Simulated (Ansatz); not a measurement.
**Frozen-phonon scan for GaAs (zinc blende)**

Relaxed GaAs (zinc blende):

```yaml
crystal:
  lattice:
    - [0.00000, 5.74558, 5.74558]
    - [2.87279, 0.00000, 2.87279]
    - [2.87279, 2.87279, 0.00000]
  atoms:
    - { symbol: As, position: [0.37500, 0.75000, 0.75000] }
    - { symbol: As, position: [0.87500, 0.75000, 0.75000] }
    - { symbol: Ga, position: [0.00000, 0.00000, 0.00000] }
    - { symbol: Ga, position: [0.50000, 0.00000, 0.00000] }
```

The atoms are displaced by Q × the pattern below (from a DFPT mode at L = (0.5, 0.0, 0.0), largest move 1; Q in Å), at fixed cell. It is one choice among 2 degenerate patterns. (q is in reciprocal vectors of the primitive cell; the cell shown is doubled to hold the pattern.)

| atom | x | y | z |
|---|---|---|---|
| As1 | -0.267 | 0.486 | -0.753 |
| As2 | 0.267 | -0.486 | 0.753 |
| Ga3 | 0.285 | -0.520 | 0.805 |
| Ga4 | -0.285 | 0.520 | -0.805 |

Computed with PBE (plane waves to 420 eV, PAW, scalar-relativistic; Ansatz, an electronic-structure program). k mesh 5×10×10 (Γ-centred), Fermi-Dirac smearing 0.05 eV. The energy includes the smearing's −TS. GaAs was relaxed with its symmetry unable to fall. The zero of ΔE is the undisplaced structure.

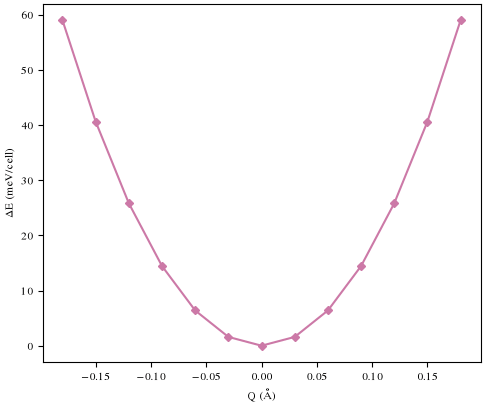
Figure. ΔE (meV/cell) against Q (Å); markers are the computed points, lines only join them.

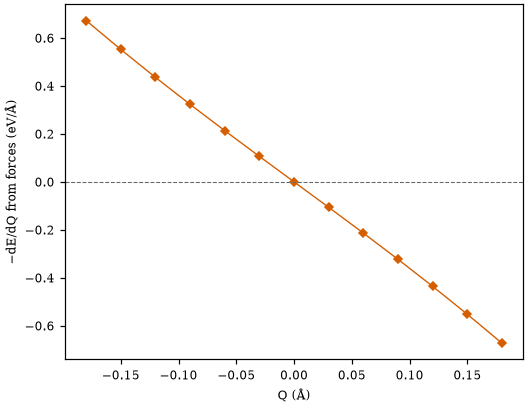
Figure: −dE/dQ from forces (eV/Å) against Q (Å); one marker a computed point.

The energy at Q = 0.180 Å comes out as 59.0 meV/cell. Symmetry of the curve: even: the same for both signs. Harmonic wavenumber from the curvature (finite differences): 60 cm⁻¹. Wavenumber by perturbation theory (DFPT, on another k mesh): 60 cm⁻¹. Shape of the curve: a single well with its minimum at or next to zero displacement.

E″ = 3.54 eV/Å², M = Σ mᵢ|uᵢ|² = 270.5 u, ν̃ = 521.5·√(|E″|/M).

(A displaced cell: forces are minus the slopes of the energy, force constants its curvatures, and phonons follow from these.)
